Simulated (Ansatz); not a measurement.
Start from KTaO3 in the cubic perovskite structure (space group Pm-3m, No. 221; a = 3.952 Å).

Perturbation: the cell is scaled by 0.9760 in all directions, atoms relaxed at fixed cell.

The values are results of plane-wave PAW DFT at the LDA level (Ansatz, a quantum-chemistry and plane-wave program, 420 eV), scalar-relativistic without spin-orbit coupling, not measurements.

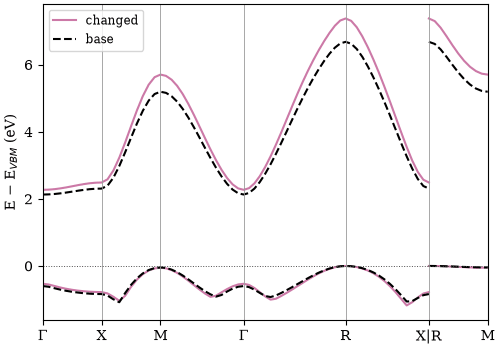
*Highest valence and lowest conduction band along the path, each from its own valence-band maximum*

Task: Read the changed gap and its character from the plot.

Result: About 2.3 eV, indirect, R → Γ.

Spin-orbit coupling, missing from the scalar runs, can matter with Ta. The cells carry an imposed strain or load. No phonon test of stability was made.
